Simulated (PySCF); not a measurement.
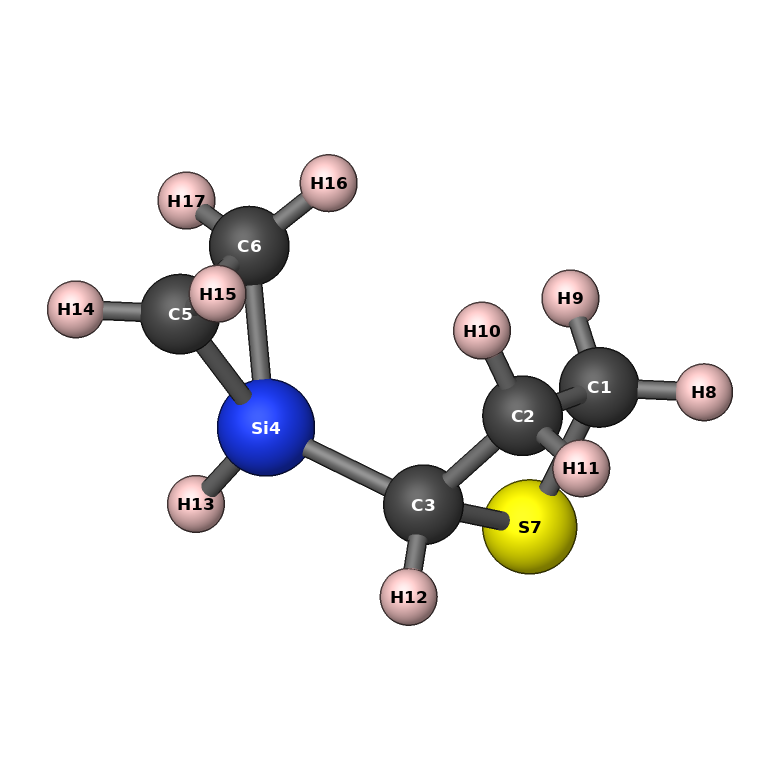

The geometry was computed by an optimisation with GFN2-xTB. No frequency run is at hand to confirm it as a minimum. Level of theory: GIAO PBE0/pcSseg-1 NMR shielding, non-relativistic, gas phase (PySCF 2.14.0). Principal shieldings σ11 ≤ σ22 ≤ σ33, span Ω = σ33 − σ11, skew κ = 3(σiso − σ22)/Ω.

Give the shielding tensors of the S atoms.

| atom | σ11 | σ22 | σ33 | σiso | Ω | κ |
| --- | --- | --- | --- | --- | --- | --- |
| S7 | 203.6 | 382.9 | 855.5 | 480.6 | 651.9 | 0.45 |

Shieldings and span in ppm.

The geometry is semi-empirical. Around Si such bond lengths and angles can be off by a tenth of an ångström or more and by several degrees, and values that hang on the shape move with them.
